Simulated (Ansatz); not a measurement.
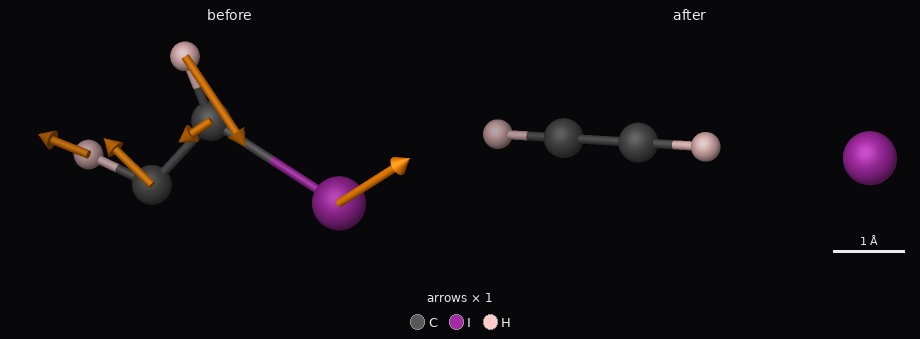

The structure of C$_{2}$H$_{2}$I (charge −1) before (left) and after (right) a relaxation, at one scale. The orange arrows give the displacements, at their true length.

A ball-and-stick model, seen at a tilt.

It is one of the separated reactants of a reaction.

Theory: Ansatz, RKS PBE-D4/def2-SVPD. Settings: force threshold 0.03 eV/Å; at most 250 steps.

Summarise the run.

Over 14 geometry steps the energy falls by 2.125 eV. The largest force component goes from 3.1 to 0.0083 eV/Å. The atom that moves furthest after the best rigid fit is an H atom (1.54 Å). Largest moves by element: H 1.54 Å, I 1.44 Å, C 0.99 Å. Among the contacts that change: C–I 3.018 → 5.014 Å, C–I 2.335 → 3.791 Å, C–C 1.336 → 1.223 Å, C–H 1.060 → 1.103 Å. Bonds break, among them: C–I (2.33 → 3.79 Å). Among the angles between lasting bonds that change: C–C–H 114.4° → 180.0°, C–C–H 120.7° → 179.9°.
